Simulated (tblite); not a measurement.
## Geometry relaxation, with input and output: C2H12N2Si2 (part 1 of 2)

- system: C2H12N2Si2, SMILES NCCN([SiH3])[SiH3]
- method: GFN2-xTB geometry optimisation, gas phase (tblite 0.8.0)

It belongs to a series of runs on one base structure; here: H on C replaced by N(SiH3)2.

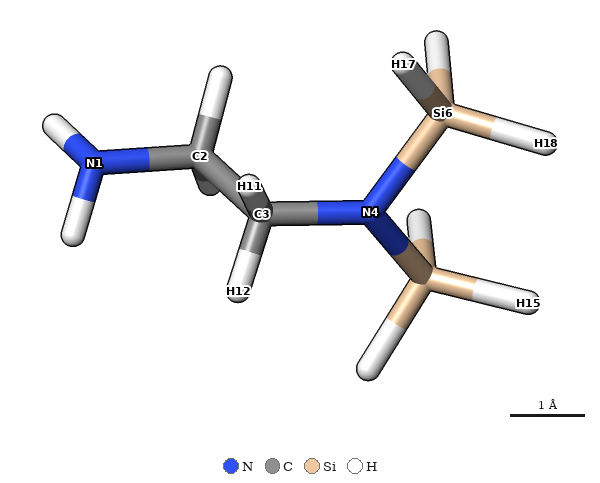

*The structure as given in the input (stick view, seen at a tilt; atoms are numbered from 1 in the order of the input).*

### Summary

```csv
quantity,value
outcome,converged
total energy,−537.1693 eV
hardware,"1 CPU thread, shared host"
peak memory,0.18 GiB
```

### The input
```
{"job": {"kind": "relax", "xc": "GFN2-xTB", "basis": "xTB"}, "charge": 0, "multiplicity": 1}
N      2.882200     0.089100     0.489100
C      1.420100    -0.029000     0.642600
C      0.687000     0.283800    -0.661900
N     -0.789500     0.174100    -0.611700
Si    -1.617500    -1.325800    -0.569000
Si    -1.800400     1.317700     0.151000
H      3.198200    -0.573200    -0.212200
H      3.338000    -0.160300     1.367800
H      1.203400    -1.056300     0.983700
H      1.102200     0.650400     1.449500
H      0.944300     1.301500    -0.990800
H      1.056300    -0.371900    -1.459000
H     -0.820100    -2.280200    -1.362300
H     -1.669400    -1.820500     0.816600
H     -2.969000    -1.200100    -1.176800
H     -1.847600     1.031400     1.619000
H     -1.174500     2.650900    -0.040800
H     -3.152400     1.324800    -0.446500
```

The first line tells a small driver script what to run in tblite; the rest is the geometry in Å.

Launch command:
```bash
OMP_NUM_THREADS=1 python <driver script> task.json out
```

### What the program printed
```
step      E/eV     max force
  0    -536.82759    1.778
  1    -536.91057    0.658
  2    -536.94203    0.463
  3    -536.97872    0.576
  4    -537.01515    0.598
  5    -537.04703    0.389
  6    -537.06264    0.283
  7    -537.07221    0.212
  8    -537.07991    0.232
  9    -537.08867    0.229
 10    -537.09883    0.291
 11    -537.11019    0.280
 12    -537.12167    0.244
 13    -537.13137    0.194
 14    -537.13767    0.160
 15    -537.14154    0.141
 16    -537.14463    0.131
 17    -537.14756    0.130
 18    -537.15034    0.126
 19    -537.15263    0.119
 20    -537.15427    0.078
 21    -537.15550    0.089
 22    -537.15657    0.085
 23    -537.15758    0.068
 24    -537.15848    0.062
 25    -537.15921    0.056
 26    -537.15976    0.058
 27    -537.16015    0.043
 28    -537.16042    0.035
 29    -537.16060    0.035
 30    -537.16076    0.030
 31    -537.16091    0.031
 32    -537.16105    0.026
 33    -537.16114    0.020
 34    -537.16121    0.021
 35    -537.16128    0.023
 36    -537.16135    0.022
 37    -537.16145    0.024
 38    -537.16157    0.029
 39    -537.16172    0.036
 40    -537.16192    0.036
 41    -537.16216    0.043
 42    -537.16240    0.047
 43    -537.16263    0.039
 44    -537.16287    0.042
 45    -537.16312    0.040
 46    -537.16336    0.035
 47    -537.16358    0.041
 48    -537.16379    0.042
 49    -537.16405    0.042
 50    -537.16436    0.045
 51    -537.16471    0.045
 52    -537.16512    0.053
 53    -537.16558    0.070
 54    -537.16601    0.058
 55    -537.16631    0.036
 56    -537.16652    0.038
 57    -537.16675    0.042
 58    -537.16701    0.047
 59    -537.16727    0.041
 60    -537.16744    0.034
 61    -537.16753    0.028
 62    -537.16760    0.023
 63    -537.16767    0.021
 64    -537.16778    0.022
 65    -537.16785    0.021
 66    -537.16795    0.022
 67    -537.16805    0.026
 68    -537.16817    0.030
 69    -537.16830    0.021
 70    -537.16843    0.023
 71    -537.16853    0.023
 72    -537.16861    0.016
 73    -537.16868    0.017
 74    -537.16874    0.016
 75    -537.16882    0.024
 76    -537.16893    0.026
 77    -537.16906    0.023
 78    -537.16918    0.021
 79    -537.16925    0.020
 80    -537.16929    0.014
 81    -537.16933    0.015
 82    -537.16935    0.010
```

### Trajectory as extended XYZ (Å, eV, eV/Å), 27 of the 83 frames kept, from step=0 to step=82
```
18
Properties=species:S:1:pos:R:3:forces:R:3 step=0 energy=-536.82759
N     2.8822    0.0891    0.4891   -0.3040   0.2380   0.0280
C     1.4201   -0.0290    0.6426    0.4060  -0.3200   0.4180
C     0.6870    0.2838   -0.6619   -0.6840   0.2500  -0.3490
N    -0.7895    0.1741   -0.6117    1.2090  -0.0960  -0.2320
Si   -1.6175   -1.3258   -0.5690    0.0240  -1.3000  -0.4120
Si   -1.8004    1.3177    0.1510   -0.0830   1.5870   0.7980
H     3.1982   -0.5732   -0.2122   -0.0020   0.0270  -0.0240
H     3.3380   -0.1603    1.3678   -0.1540   0.0940  -0.2180
H     1.2034   -1.0563    0.9837   -0.5050   0.0140  -0.1550
H     1.1022    0.6504    1.4495    0.0590  -0.0180  -0.3340
H     0.9443    1.3015   -0.9908   -0.1250  -0.0810   0.2890
H     1.0563   -0.3719   -1.4590   -0.1340  -0.1970   0.1600
H    -0.8201   -2.2802   -1.3623   -0.0670   0.1430   0.0760
H    -1.6694   -1.8205    0.8166   -0.1690  -0.0650  -0.0730
H    -2.9690   -1.2001   -1.1768    0.4610   0.0190   0.2480
H    -1.8476    1.0314    1.6190   -0.1590   0.1430  -0.3810
H    -1.1745    2.6509   -0.0408   -0.1210  -0.3480   0.0260
H    -3.1524    1.3248   -0.4465    0.3460  -0.0910   0.1350
18
Properties=species:S:1:pos:R:3:forces:R:3 step=3 energy=-536.97872
N     2.8693    0.0995    0.4844   -0.0710  -0.0250  -0.0800
C     1.4279   -0.0422    0.6480   -0.3020   0.0040  -0.1970
C     0.6713    0.2866   -0.6680   -0.0120  -0.1020   0.1670
N    -0.7790    0.1699   -0.6033   -0.2550  -0.0220   0.2550
Si   -1.6002   -1.3723   -0.5852    0.1930   0.2820   0.1990
Si   -1.7845    1.3738    0.1789    0.1310  -0.4170  -0.2060
H     3.1956   -0.5655   -0.2114   -0.0050   0.0650  -0.0820
H     3.3292   -0.1518    1.3550   -0.0140   0.1050  -0.0050
H     1.1643   -1.0612    0.9741   -0.2560  -0.0320  -0.0730
H     1.1056    0.6514    1.4301   -0.0160   0.0370  -0.0520
H     0.9370    1.3032   -0.9717   -0.0610   0.0130   0.1120
H     1.0468   -0.3854   -1.4483   -0.1010  -0.0660   0.0370
H    -0.8133   -2.2852   -1.3686    0.3020  -0.3020  -0.2680
H    -1.6831   -1.8285    0.8107   -0.1050  -0.1500  -0.0610
H    -2.9380   -1.1990   -1.1605    0.1510  -0.0060   0.0580
H    -1.8608    1.0434    1.6009   -0.1160   0.1180   0.1630
H    -1.1722    2.6501   -0.0415    0.2840   0.4960  -0.0710
H    -3.1246    1.3196   -0.4351    0.2530   0.0030   0.1050
18
Properties=species:S:1:pos:R:3:forces:R:3 step=6 energy=-537.06264
N     2.8426    0.1035    0.4702   -0.1210  -0.1800   0.0090
C     1.4031   -0.0561    0.6357   -0.0770   0.0460   0.0720
C     0.6534    0.2791   -0.6595    0.0080   0.0060  -0.0260
N    -0.7902    0.1608   -0.5661    0.2200  -0.0470  -0.0260
Si   -1.5536   -1.3990   -0.5845    0.0350   0.0110   0.0510
Si   -1.7446    1.3997    0.1878    0.0550  -0.0280  -0.0150
H     3.1917   -0.5491   -0.2227   -0.0190  -0.0130  -0.1550
H     3.3157   -0.1278    1.3390   -0.0470   0.0920   0.0160
H     1.0918   -1.0688    0.9547    0.0650   0.0590   0.0050
H     1.1043    0.6569    1.4046   -0.1500   0.0060   0.1340
H     0.9200    1.3037   -0.9383   -0.0530  -0.0810  -0.0780
H     1.0215   -0.4056   -1.4323   -0.0910   0.0880  -0.0830
H    -0.7723   -2.3207   -1.4028    0.1010   0.0410   0.0310
H    -1.7100   -1.8594    0.7987    0.0430  -0.2200   0.0240
H    -2.8869   -1.1988   -1.1375   -0.0360  -0.0300  -0.0990
H    -1.8892    1.0733    1.6040    0.0130   0.1590   0.2340
H    -1.1378    2.6995   -0.0493    0.1400   0.0280   0.0030
H    -3.0682    1.3148   -0.4133   -0.0870   0.0630  -0.0960
18
Properties=species:S:1:pos:R:3:forces:R:3 step=9 energy=-537.08867
N     2.8237    0.0853    0.4663    0.0640   0.1090  -0.0120
C     1.3884   -0.0545    0.6399    0.0750  -0.0310   0.0120
C     0.6532    0.2768   -0.6587   -0.0090   0.0120  -0.0180
N    -0.7793    0.1542   -0.5565   -0.2160   0.0260   0.0350
Si   -1.5388   -1.4057   -0.5784   -0.0720  -0.1260  -0.0370
Si   -1.7290    1.4024    0.1906   -0.0670   0.1270   0.1440
H     3.1845   -0.5459   -0.2430   -0.1320  -0.0120   0.0480
H     3.3062   -0.1106    1.3363   -0.0060  -0.0220  -0.0240
H     1.0785   -1.0657    0.9520   -0.0390  -0.0470   0.0720
H     1.0844    0.6578    1.4141   -0.0480  -0.0660  -0.0130
H     0.9103    1.2976   -0.9413    0.0300   0.0760  -0.0880
H     1.0056   -0.4012   -1.4405    0.0520  -0.0040  -0.0640
H    -0.7477   -2.3233   -1.4063    0.0250   0.1270   0.1110
H    -1.7105   -1.8979    0.7969    0.0720  -0.1490  -0.0500
H    -2.8746   -1.2035   -1.1440    0.0840  -0.0460  -0.0420
H    -1.8934    1.1052    1.6302    0.0720   0.1840  -0.0970
H    -1.1101    2.7127   -0.0504    0.0290  -0.2240   0.0370
H    -3.0600    1.3227   -0.4189    0.0870   0.0670  -0.0160
18
Properties=species:S:1:pos:R:3:forces:R:3 step=13 energy=-537.13137
N     2.7970    0.0857    0.4567   -0.0560   0.1440   0.0070
C     1.3672   -0.0596    0.6426   -0.0970   0.0060  -0.1070
C     0.6349    0.2760   -0.6624   -0.1170  -0.0070   0.0290
N    -0.8024    0.1465   -0.5265    0.0300  -0.0100   0.0080
Si   -1.5244   -1.4371   -0.5670    0.0260   0.1480   0.0540
Si   -1.7156    1.4264    0.2215    0.0020  -0.1400  -0.1350
H     3.1358   -0.5440   -0.2649   -0.0250  -0.0080   0.1630
H     3.2912   -0.0865    1.3237    0.0570  -0.1070  -0.0560
H     1.0443   -1.0698    0.9627    0.0790   0.0070  -0.0620
H     1.0384    0.6399    1.4225    0.0940  -0.0160  -0.1160
H     0.8949    1.2974   -0.9639   -0.0750  -0.0700   0.1020
H     0.9838   -0.3912   -1.4630   -0.0480  -0.0020   0.1600
H    -0.6845   -2.3008   -1.3896    0.0880   0.0020  -0.0140
H    -1.6915   -2.0152    0.7772    0.0460  -0.0210  -0.0590
H    -2.8336   -1.2274   -1.1701   -0.0830  -0.0670  -0.0360
H    -1.8834    1.2183    1.6644    0.0270   0.0410   0.0490
H    -1.0404    2.6889   -0.0443    0.0960   0.0300  -0.0170
H    -3.0206    1.3589   -0.4313   -0.0460   0.0700   0.0310
18
Properties=species:S:1:pos:R:3:forces:R:3 step=16 energy=-537.14463
N     2.7870    0.1023    0.4549    0.0060  -0.0540  -0.0070
C     1.3567   -0.0608    0.6354    0.0540   0.0240   0.0830
C     0.6198    0.2752   -0.6605    0.0550  -0.0190   0.0330
N    -0.8106    0.1441   -0.5189    0.0010  -0.0120  -0.0330
Si   -1.5216   -1.4368   -0.5628   -0.0270  -0.0930  -0.0880
Si   -1.7139    1.4258    0.2214    0.0030   0.1030   0.0230
H     3.1183   -0.5448   -0.2522    0.0460  -0.0060  -0.0270
H     3.2915   -0.0925    1.3134   -0.0600  -0.0070  -0.0040
H     1.0451   -1.0719    0.9591    0.0730  -0.0180  -0.0780
H     1.0346    0.6343    1.4133   -0.0310   0.0940   0.0410
H     0.8826    1.2932   -0.9601   -0.0720   0.0260   0.0660
H     0.9740   -0.3909   -1.4538   -0.0500  -0.0770   0.0130
H    -0.6594   -2.2894   -1.3827    0.0290   0.0440   0.0060
H    -1.6793   -2.0499    0.7648    0.0200   0.0160  -0.0100
H    -2.8300   -1.2429   -1.1810   -0.0250  -0.0640   0.0120
H    -1.8754    1.2554    1.6737    0.0150  -0.0030  -0.0190
H    -1.0122    2.6780   -0.0438    0.0520  -0.0040  -0.0290
H    -3.0161    1.3779   -0.4318   -0.0900   0.0480   0.0180
18
Properties=species:S:1:pos:R:3:forces:R:3 step=19 energy=-537.15263
N     2.7819    0.1063    0.4524    0.0800  -0.0200  -0.0070
C     1.3541   -0.0574    0.6398    0.0090   0.0030  -0.0080
C     0.6141    0.2717   -0.6539   -0.0640   0.0050  -0.0050
N    -0.8175    0.1405   -0.5164   -0.1060   0.0080   0.0540
Si   -1.5223   -1.4452   -0.5701   -0.0060  -0.0040  -0.0050
Si   -1.7125    1.4353    0.2205   -0.0340   0.0190  -0.0100
H     3.1136   -0.5465   -0.2488    0.0180  -0.0040  -0.0890
H     3.2841   -0.0977    1.3081   -0.0050   0.0220   0.0910
H     1.0567   -1.0759    0.9460   -0.0030  -0.0100   0.0590
H     1.0284    0.6434    1.4131   -0.0030  -0.0220   0.0450
H     0.8635    1.2931   -0.9474    0.0110   0.0230  -0.0190
H     0.9598   -0.4015   -1.4442    0.0170  -0.0090  -0.0100
H    -0.6355   -2.2773   -1.3798    0.0320  -0.0020  -0.0490
H    -1.6680   -2.0709    0.7541    0.0030   0.0290  -0.0170
H    -2.8328   -1.2640   -1.1871   -0.0100  -0.0550   0.0100
H    -1.8679    1.2801    1.6784    0.0100  -0.0110  -0.0730
H    -0.9834    2.6730   -0.0487    0.0090  -0.0170  -0.0340
H    -3.0251    1.3992   -0.4277    0.0400   0.0460   0.0670
18
Properties=species:S:1:pos:R:3:forces:R:3 step=22 energy=-537.15657
N     2.7851    0.1051    0.4508   -0.0480  -0.0120   0.0180
C     1.3537   -0.0560    0.6413   -0.0120  -0.0200  -0.0220
C     0.6041    0.2707   -0.6509    0.0000   0.0050   0.0130
N    -0.8297    0.1388   -0.5091    0.0520  -0.0120   0.0080
Si   -1.5223   -1.4518   -0.5751    0.0180   0.0130  -0.0020
Si   -1.7139    1.4443    0.2199    0.0280  -0.0130  -0.0200
H     3.1127   -0.5466   -0.2563    0.0100   0.0360   0.0260
H     3.2791   -0.0973    1.3136    0.0050   0.0000  -0.0240
H     1.0615   -1.0776    0.9467   -0.0090   0.0370   0.0580
H     1.0253    0.6437    1.4176    0.0500  -0.0680  -0.0070
H     0.8537    1.2941   -0.9434   -0.0070  -0.0400  -0.0300
H     0.9526   -0.4063   -1.4396   -0.0250   0.0560   0.0200
H    -0.6187   -2.2702   -1.3840   -0.0060   0.0120  -0.0360
H    -1.6617   -2.0806    0.7466   -0.0030   0.0100   0.0060
H    -2.8348   -1.2826   -1.1895   -0.0160  -0.0480  -0.0030
H    -1.8630    1.2936    1.6739   -0.0030  -0.0120   0.0160
H    -0.9663    2.6682   -0.0558    0.0010   0.0120  -0.0390
H    -3.0261    1.4168   -0.4184   -0.0340   0.0440   0.0170
18
Properties=species:S:1:pos:R:3:forces:R:3 step=25 energy=-537.15921
N     2.7837    0.1031    0.4520   -0.0130   0.0320  -0.0060
C     1.3531   -0.0579    0.6405    0.0090  -0.0200   0.0500
C     0.5983    0.2705   -0.6468    0.0490  -0.0120   0.0050
N    -0.8334    0.1366   -0.5032    0.0120  -0.0020  -0.0180
Si   -1.5210   -1.4544   -0.5795   -0.0070  -0.0280  -0.0100
Si   -1.7126    1.4484    0.2163   -0.0020   0.0160   0.0230
H     3.1155   -0.5418   -0.2585    0.0090   0.0140   0.0280
H     3.2768   -0.0977    1.3157    0.0040  -0.0110  -0.0420
H     1.0638   -1.0753    0.9561   -0.0370  -0.0410   0.0060
H     1.0311    0.6358    1.4213    0.0060   0.0290   0.0280
H     0.8471    1.2910   -0.9449    0.0040   0.0160  -0.0040
H     0.9458   -0.4033   -1.4350    0.0020  -0.0170  -0.0440
H    -0.6104   -2.2638   -1.3930   -0.0330   0.0260  -0.0110
H    -1.6582   -2.0815    0.7428    0.0030  -0.0040   0.0080
H    -2.8392   -1.3023   -1.1906    0.0210  -0.0260   0.0020
H    -1.8599    1.2974    1.6706    0.0040   0.0000   0.0200
H    -0.9570    2.6667   -0.0673   -0.0130   0.0000  -0.0300
H    -3.0321    1.4349   -0.4081   -0.0180   0.0260  -0.0030
18
Properties=species:S:1:pos:R:3:forces:R:3 step=28 energy=-537.16042
N     2.7811    0.1056    0.4521    0.0110  -0.0010   0.0070
C     1.3524   -0.0607    0.6444   -0.0140   0.0080  -0.0030
C     0.5992    0.2690   -0.6447   -0.0220  -0.0080  -0.0090
N    -0.8340    0.1354   -0.5018   -0.0180   0.0090  -0.0020
Si   -1.5205   -1.4573   -0.5812    0.0030   0.0200   0.0220
Si   -1.7120    1.4511    0.2166   -0.0070  -0.0150  -0.0020
H     3.1168   -0.5379   -0.2572   -0.0060   0.0030  -0.0170
H     3.2768   -0.0987    1.3125    0.0240   0.0030   0.0140
H     1.0605   -1.0783    0.9613   -0.0050  -0.0080  -0.0140
H     1.0340    0.6346    1.4261   -0.0120   0.0160   0.0080
H     0.8447    1.2903   -0.9458    0.0200  -0.0080   0.0280
H     0.9429   -0.4030   -1.4373    0.0180  -0.0130   0.0010
H    -0.6091   -2.2582   -1.3990   -0.0120  -0.0010  -0.0220
H    -1.6558   -2.0844    0.7416    0.0070  -0.0080   0.0010
H    -2.8389   -1.3149   -1.1916    0.0020  -0.0090  -0.0050
H    -1.8578    1.3009    1.6721    0.0090   0.0070   0.0020
H    -0.9533    2.6659   -0.0762   -0.0180  -0.0050  -0.0170
H    -3.0358    1.4470   -0.4036    0.0200   0.0110   0.0080
18
Properties=species:S:1:pos:R:3:forces:R:3 step=32 energy=-537.16105
N     2.7806    0.1057    0.4539   -0.0090  -0.0060   0.0020
C     1.3507   -0.0612    0.6465    0.0120  -0.0060   0.0040
C     0.5976    0.2670   -0.6441    0.0190   0.0070   0.0160
N    -0.8360    0.1360   -0.5026    0.0130  -0.0060  -0.0070
Si   -1.5201   -1.4570   -0.5798   -0.0050  -0.0190  -0.0150
Si   -1.7122    1.4512    0.2172    0.0080   0.0100   0.0040
H     3.1161   -0.5344   -0.2590   -0.0120   0.0080  -0.0020
H     3.2807   -0.0987    1.3124   -0.0100   0.0010  -0.0060
H     1.0584   -1.0799    0.9612    0.0060   0.0100   0.0020
H     1.0335    0.6357    1.4287   -0.0110  -0.0160  -0.0180
H     0.8472    1.2882   -0.9406    0.0050   0.0050   0.0000
H     0.9442   -0.4049   -1.4366   -0.0040   0.0040   0.0230
H    -0.6122   -2.2546   -1.4064   -0.0130   0.0040  -0.0010
H    -1.6530   -2.0869    0.7417    0.0110  -0.0050   0.0020
H    -2.8384   -1.3235   -1.1925   -0.0020   0.0050   0.0050
H    -1.8546    1.3036    1.6731    0.0110   0.0060   0.0020
H    -0.9557    2.6646   -0.0849   -0.0060   0.0060  -0.0080
H    -3.0356    1.4554   -0.3999   -0.0110  -0.0060  -0.0040
18
Properties=species:S:1:pos:R:3:forces:R:3 step=35 energy=-537.16128
N     2.7795    0.1053    0.4549    0.0070   0.0160  -0.0070
C     1.3507   -0.0619    0.6474   -0.0050  -0.0020   0.0050
C     0.5984    0.2670   -0.6422   -0.0040   0.0010  -0.0030
N    -0.8358    0.1356   -0.5032   -0.0040  -0.0010   0.0110
Si   -1.5203   -1.4582   -0.5802    0.0010   0.0070   0.0010
Si   -1.7115    1.4517    0.2174   -0.0020  -0.0030  -0.0100
H     3.1138   -0.5322   -0.2604   -0.0020  -0.0010  -0.0030
H     3.2813   -0.0986    1.3121   -0.0070  -0.0070   0.0010
H     1.0584   -1.0797    0.9614    0.0000  -0.0200   0.0120
H     1.0313    0.6343    1.4280   -0.0080   0.0030   0.0140
H     0.8490    1.2879   -0.9383    0.0010   0.0080  -0.0040
H     0.9445   -0.4054   -1.4335    0.0070  -0.0060  -0.0020
H    -0.6144   -2.2530   -1.4099    0.0010  -0.0090  -0.0090
H    -1.6501   -2.0894    0.7417    0.0100  -0.0010  -0.0080
H    -2.8386   -1.3262   -1.1925   -0.0080   0.0090   0.0070
H    -1.8517    1.3063    1.6740    0.0110   0.0060  -0.0050
H    -0.9570    2.6649   -0.0894    0.0000   0.0090  -0.0050
H    -3.0362    1.4579   -0.3989    0.0020  -0.0120   0.0040
18
Properties=species:S:1:pos:R:3:forces:R:3 step=38 energy=-537.16157
N     2.7788    0.1074    0.4550   -0.0170  -0.0080   0.0110
C     1.3503   -0.0633    0.6500   -0.0180   0.0080  -0.0020
C     0.5993    0.2673   -0.6400   -0.0150  -0.0140  -0.0070
N    -0.8351    0.1349   -0.5023   -0.0030   0.0090   0.0010
Si   -1.5206   -1.4588   -0.5814    0.0080   0.0150  -0.0010
Si   -1.7108    1.4524    0.2158    0.0000   0.0060  -0.0040
H     3.1108   -0.5292   -0.2626    0.0040   0.0090   0.0090
H     3.2805   -0.1000    1.3115    0.0060  -0.0050  -0.0030
H     1.0589   -1.0826    0.9639    0.0140   0.0120  -0.0040
H     1.0271    0.6326    1.4294    0.0110  -0.0030   0.0230
H     0.8517    1.2889   -0.9360   -0.0120  -0.0260   0.0060
H     0.9463   -0.4068   -1.4294    0.0040   0.0030  -0.0160
H    -0.6184   -2.2529   -1.4162    0.0030  -0.0050  -0.0070
H    -1.6442   -2.0916    0.7403    0.0070  -0.0020  -0.0090
H    -2.8408   -1.3268   -1.1902   -0.0030   0.0110   0.0130
H    -1.8454    1.3101    1.6736    0.0090   0.0080  -0.0110
H    -0.9600    2.6674   -0.0961   -0.0020  -0.0020  -0.0030
H    -3.0372    1.4574   -0.3969    0.0030  -0.0160   0.0050
```
